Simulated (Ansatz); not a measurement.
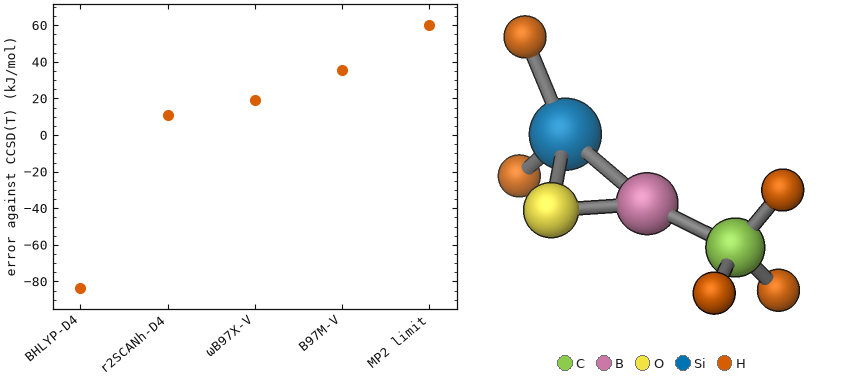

Error in the electronic atomisation energy (method less reference, so positive means overbinding) of CH₅BOSi, SMILES CB1O[SiH2]1: functionals in def2-TZVPP against frozen-core CCSD(T) at the limit (MP2 extrapolated from triple and quadruple zeta, plus CCSD(T) less MP2 in a smaller set), which gives 3390.7 kJ/mol, at a PBE0-D4/def2-TZVP geometry (a minimum by its frequencies), no zero-point or spin-orbit term, the Ansatz code 0.2.0. The reference leaves out core correlation, a term that grows with the number of heavy atoms. Limit means the basis limit.

> Which of these levels overbind, and which underbind?

Overbind: B97M-V and MP2 limit. Underbind: BHLYP-D4. Within 20 kJ/mol of zero, too close to call in view of what the reference leaves out: r2SCANh-D4 and ωB97X-V.

> Give the values.

```tsv
level	kJ/mol
BHLYP-D4	−83.5
r2SCANh-D4	11.2
ωB97X-V	18.9
B97M-V	35.7
MP2 limit	60.1
```
